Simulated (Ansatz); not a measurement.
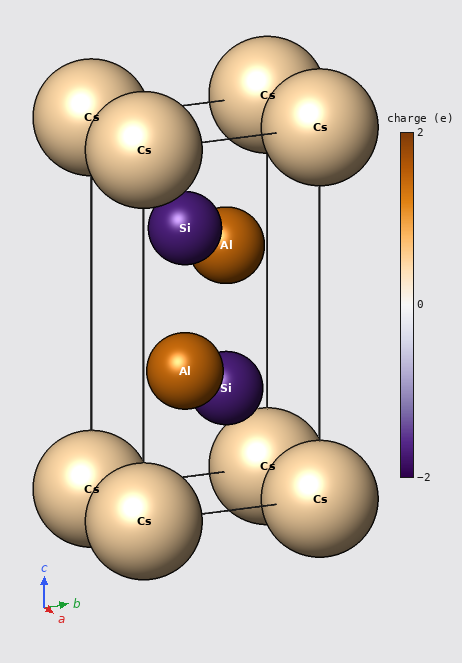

Drawn in the spheres-only manner and seen slightly off an axis. The wireframe shows the simulation cell. The atoms of this CsAl2Si2 cell are coloured by their Bader charge.

Level of theory and settings: Ansatz, DFT, PAW plane waves, PBE, E_cut = 420 eV, a 9×9×5 k-point grid, Fermi-Dirac smearing of 0.1 eV, no spin polarisation.

> Describe the charge distribution among the elements.

Most positive: Al; most negative: Si. Charges: about Cs +0.5 e; Al +1.4 e; Si -1.7 e.

About the cell: it is a generated cell, made by putting these elements into a known structure type (the compound may or may not exist in this form), and it is unrelaxed. It went into a calculation with Ansatz.

At this level of theory the cell isn't at rest (compressed, at 7 GPa and forces up to 1.4 eV/Å), so its distances can differ from those at equilibrium, the more so the softer the solid.
